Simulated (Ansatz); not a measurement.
**Molecular dynamics, with input and output: H₁₅NO₆ (part 5 of 5)**

The same run, continued: H₁₅NO₆ (disordered cell, 22 atoms in the cell); DFT PBE-D3(BJ), scalar-relativistic, plane waves, PAW, no spin polarisation (Ansatz 0.2.0); cutoff 420 eV, 1×1×1 k-mesh, Fermi–Dirac smearing of 0.05 eV. It belongs to a series of runs on one base structure; here: dynamics from the start.

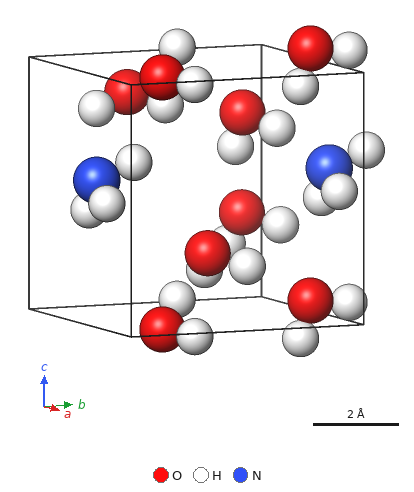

**Figure 1.** The geometry at step 300 of the log (spheres-only view of the cell of the calculation, seen slightly off an axis).

Input file:
```yaml
crystal:
  lattice:
    - [6.02765, 0.0, 0.0]
    - [0.0, 6.02765, 0.0]
    - [0.0, 0.0, 6.02765]
  atoms:
    - { symbol: O, position: [0.22258408, 0.92794058, 0.32839705] }
    - { symbol: H, position: [0.28034665, 1.06278847, 0.26277169] }
    - { symbol: H, position: [0.09351113, 0.88242669, 0.23360544] }
    - { symbol: O, position: [0.13386467, 0.4122121, 0.88968681] }
    - { symbol: H, position: [0.22354094, 0.54130439, 0.83257437] }
    - { symbol: H, position: [0.19316189, 0.28650799, 0.80843401] }
    - { symbol: O, position: [0.3412178, 0.76826159, 0.74079572] }
    - { symbol: H, position: [0.50194315, 0.7961497, 0.7187724] }
    - { symbol: H, position: [0.2827443, 0.81635718, 0.59588671] }
    - { symbol: O, position: [0.52487299, 0.49116039, 0.29416031] }
    - { symbol: H, position: [0.64665721, 0.59873611, 0.30135856] }
    - { symbol: H, position: [0.39833753, 0.58531374, 0.25592623] }
    - { symbol: O, position: [0.72110593, 0.21676264, -0.00386443] }
    - { symbol: H, position: [0.6347985, 0.31524583, 0.09627057] }
    - { symbol: H, position: [0.85793381, 0.30020145, -0.03479397] }
    - { symbol: O, position: [0.87034605, 0.79793852, 0.10693227] }
    - { symbol: H, position: [0.8039584, 0.93956432, 0.05348375] }
    - { symbol: H, position: [0.91041857, 0.71265836, -0.02383491] }
    - { symbol: "N", position: [0.73104273, -0.02885693, 0.59147196] }
    - { symbol: H, position: [0.68876315, 0.10537204, 0.68877987] }
    - { symbol: H, position: [0.90096111, -0.02840876, 0.582578] }
    - { symbol: H, position: [0.68063362, 0.00548422, 0.43276019] }
basis:
  ecutwfc: 420.0
kpoints:
  mp_grid: { grid: [1, 1, 1] }
hamiltonian:
  xc: pbe
  dispersion: d3bj
scf:
  occupations: { method: fermi_dirac, width: 0.05 }
  lower_state_search: "off"
md:
  timestep: 0.75
  n_steps: 300
  ensemble: nvt_langevin
  temperature: 400.0
  initial_velocities: maxwell_boltzmann
  seed: 403735
  friction: 0.02
```

Run as:
```bash
ansatz run input.yaml --threads 1 --pin off --max-ram 3072MiB --backend cpu --events-out ev --progress --plain --runs-dir out
```

Results in brief:

- outcome: finished
- mean temperature over the second half: 410 K
- trajectory: 300 steps, 225 fs
- ensemble: nvt_langevin
- temperature in the input: 400.0 K
- time step: 0.75 fs
- electrons treated: 56
- potential energy (free energy of the electrons) (last step): −4030.1814 eV
- Fermi energy (last step): −0.375 eV
- largest force (length of the vector) (last step): 2.597 eV/Å
- hardware: 1 thread of Arm Neoverse V1, 24 GiB of memory available, shared host
- wall time: 6.4 min
- peak memory: 0.33 GiB

The k-point mesh is coarse for a cell of this size, so the results may not be converged. So short a trajectory is not equilibrated. The logged temperature at the start can lie below the typed one, since it is counted over all degrees of freedom.
